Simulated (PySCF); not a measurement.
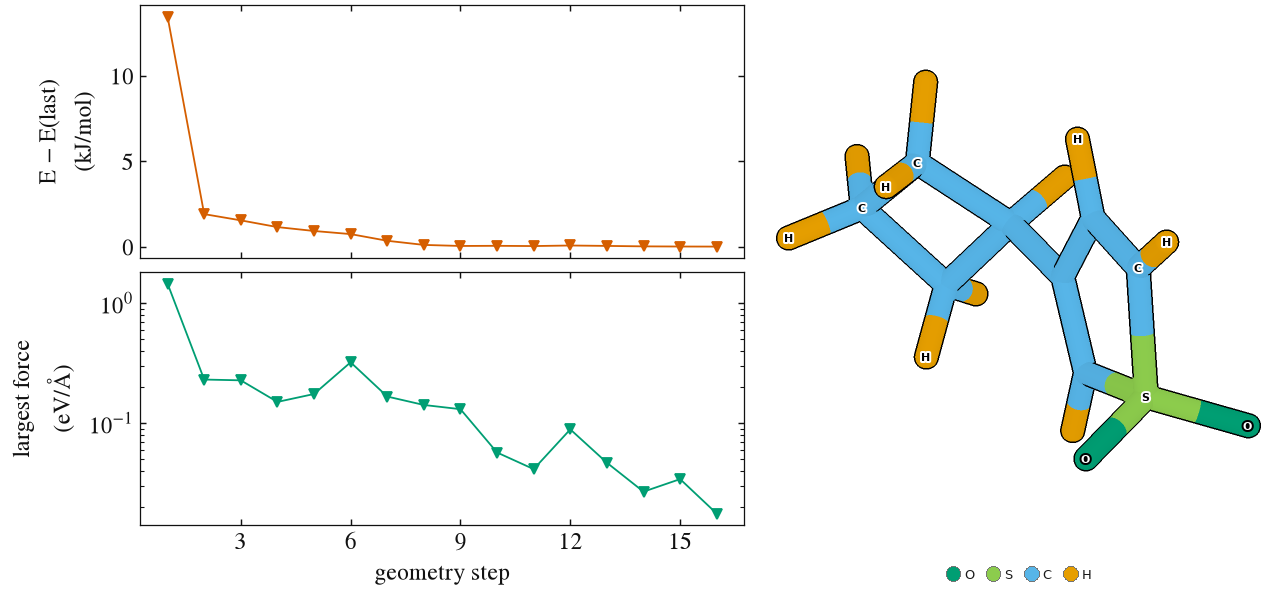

Beside the plot: the molecule at the start.

History of a geometry optimisation. The run: C$_{8}$H$_{10}$O$_{2}$S (SMILES O=S1(=O)C=CC(C2CCC2)=C1), by PySCF, PBE0-D3(BJ)/def2-SVP, geometry optimisation.

The optimisation met its thresholds at geometry 16, counting the start as the first. The energy fell by about 13 kJ/mol from the first step to the last. The largest force goes from about 1.5 eV/Å at the start to 0.018 eV/Å at the end.
